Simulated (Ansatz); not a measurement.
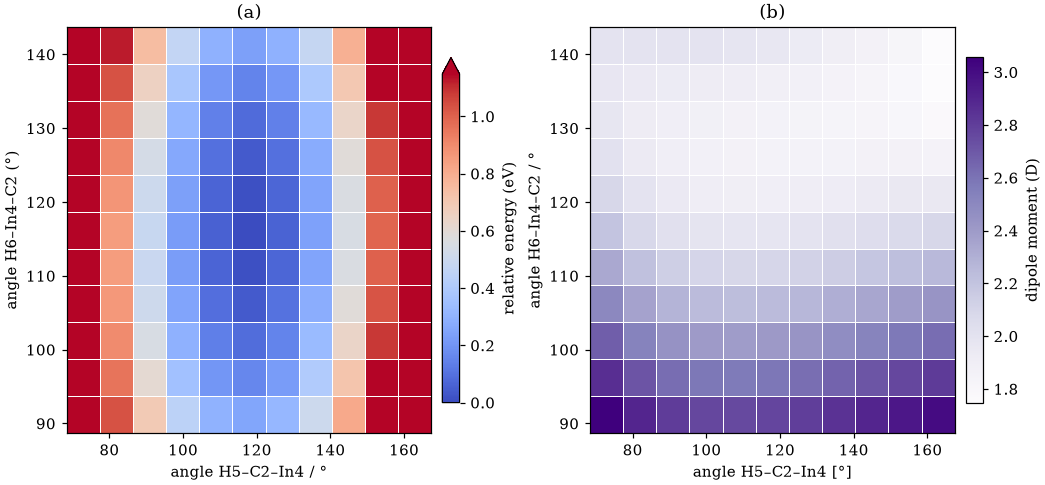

CH3Cl2In, SMILES Cl[CH](Cl)[InH2]. The first coordinate is: angle H5–C2–In4; the second: angle H6–In4–C2. Nothing is relaxed (all other coordinates rigid). Grid: 11 × 11 points. Energies: eV, counted from the lowest grid point. Method: Ansatz, RKS PBE0-D4/def2-TZVP.

Panel (a) is the energy; panel (b) is the computed dipole moment, in D.

Drawn: one coloured cell a grid point, one colour for all values above the top of the scale.

Q: How does the dipole moment vary over the map, and what is it at the lowest grid point?

A: Leaving out the highest fifth of the energies, it runs from 1.80 D at angle H5–C2–In4 = 154°, angle H6–In4–C2 = 136.2° to 2.90 D at angle H5–C2–In4 = 145°, angle H6–In4–C2 = 91.2°. At the lowest grid point, angle H5–C2–In4 = 118°, angle H6–In4–C2 = 116.2°, it is 1.98 D.

```
angle H6–In4–C2 ↓, angle H5–C2–In4 →    73    82    91   100   109   118   127   136   145   154   163
                               141.2  2.00  2.00  2.00  2.00  1.98  1.96  1.94  1.90  1.87  1.82  1.75
                               136.2  1.97  1.94  1.93  1.92  1.91  1.89  1.87  1.85  1.83  1.80  1.75
                               131.2  1.97  1.92  1.90  1.88  1.87  1.86  1.85  1.84  1.83  1.81  1.78
                               126.2  2.02  1.94  1.90  1.88  1.86  1.86  1.86  1.86  1.86  1.86  1.85
                               121.2  2.09  2.00  1.94  1.91  1.90  1.90  1.91  1.92  1.94  1.95  1.96
                               116.2  2.20  2.09  2.02  1.99  1.98  1.98  2.00  2.02  2.05  2.08  2.09
                               111.2  2.34  2.21  2.14  2.10  2.09  2.10  2.12  2.15  2.19  2.23  2.25
                               106.2  2.50  2.36  2.28  2.24  2.23  2.24  2.27  2.31  2.35  2.40  2.43
                               101.2  2.68  2.53  2.45  2.41  2.40  2.41  2.44  2.48  2.53  2.58  2.62
                                96.2  2.86  2.71  2.62  2.58  2.57  2.59  2.62  2.66  2.71  2.77  2.82
                                91.2  3.06  2.90  2.81  2.76  2.75  2.77  2.80  2.85  2.90  2.96  3.01
```
